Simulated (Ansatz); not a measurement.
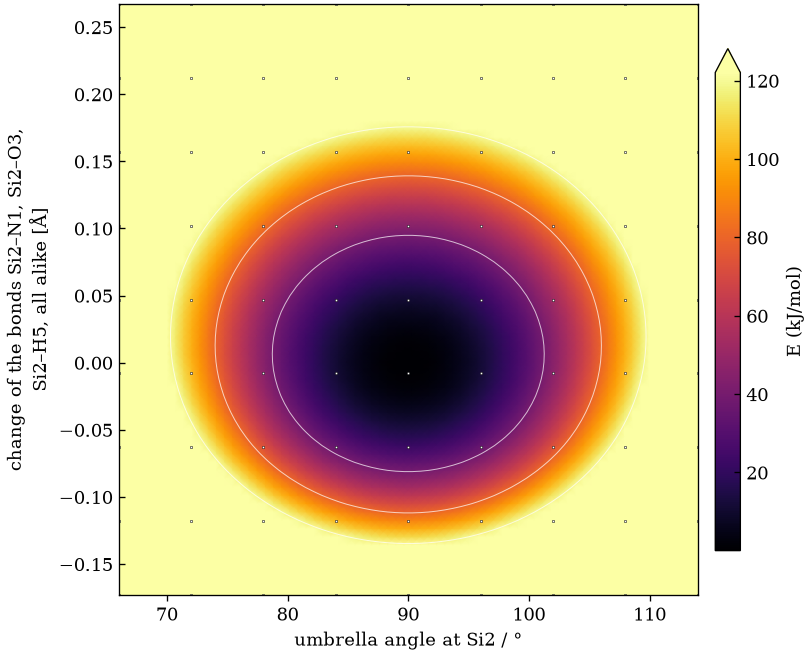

H2NOSi, SMILES N=[SiH][O-], charge −1. Coordinates scanned: (1) umbrella angle at Si2 (between each of its bonds and their common axis; 90 is planar); (2) change of the bonds Si2–N1, Si2–O3, Si2–H5, all alike. Nothing is relaxed (all other coordinates rigid). The scan uses a 9 × 9 grid; 46 points were computed and 35 follow by symmetry. Points are written as (first, second). Energies: kJ/mol, counted from the relaxed molecule at the same level. Theory: RKS wB97M-V/def2-SVPD (Ansatz).

Drawn: a smooth colour map with a few white contour lines, dots at the grid points, one colour for all values above the top of the scale. Between grid points the surface is interpolated.

> Where is the minimum, and how stiff is the well along each coordinate?

The interpolated minimum is at the first coordinate ≈ 90.0°, the second coordinate ≈ 0.000 Å. The curvatures there are about 22 eV/rad² and 108 eV/Å², with a cross term of about 0 eV/(rad·Å). Round the minimum the two coordinates are nearly uncoupled. (1 eV is 96.5 kJ/mol.)
